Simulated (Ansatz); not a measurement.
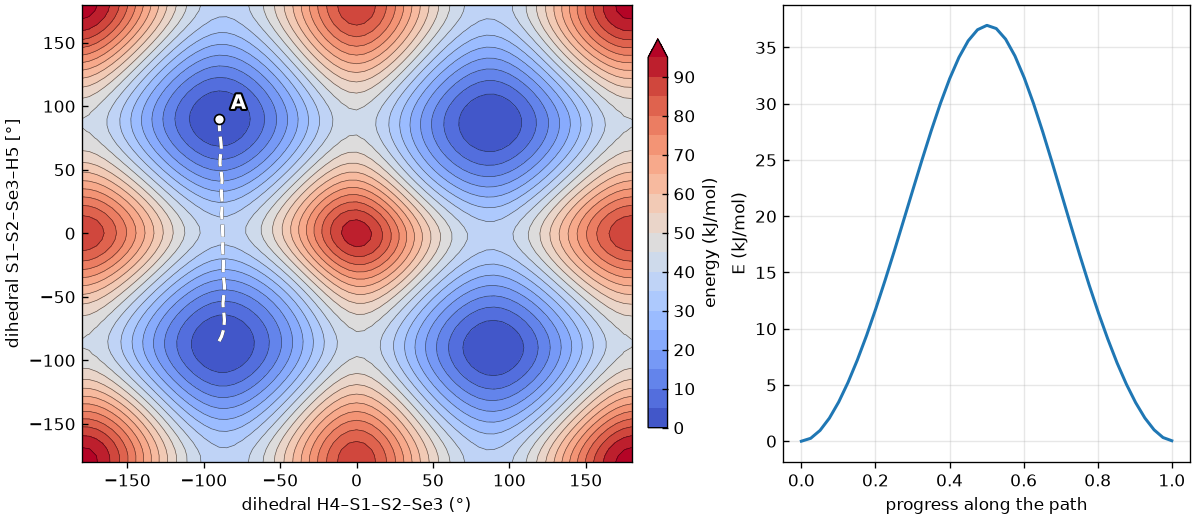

H₂S₂Se, SMILES SS[SeH]. 
- The first coordinate is: dihedral H4–S1–S2–Se3; the second: dihedral S1–S2–Se3–H5.
- Nothing is relaxed (all other coordinates rigid).
- The grid has 8 × 8 points; 34 points were computed and 30 follow by symmetry.
- Points are written as (first, second).
- Energies: kJ/mol, counted from the lowest grid point.
- Method: Ansatz 0.2.0, RKS r2SCAN-D4/def2-TZVP.

The picture shows filled contours, a line along the lowest path, one colour for all values above the top of the scale, the energy along the path at the right, the start A. Between grid points the surface is interpolated.

Question: Describe the path and its barrier.

Answer: The easiest path leads from the well at (−90°, 90°) to a well of about the same depth at (−90°, −90°). Its highest point lies about 37 kJ/mol above the bottom of the first well on the interpolated surface, at (−90°, 0°). The start is the relaxed structure and all else is held, so a fully relaxed path at this level can only be lower.
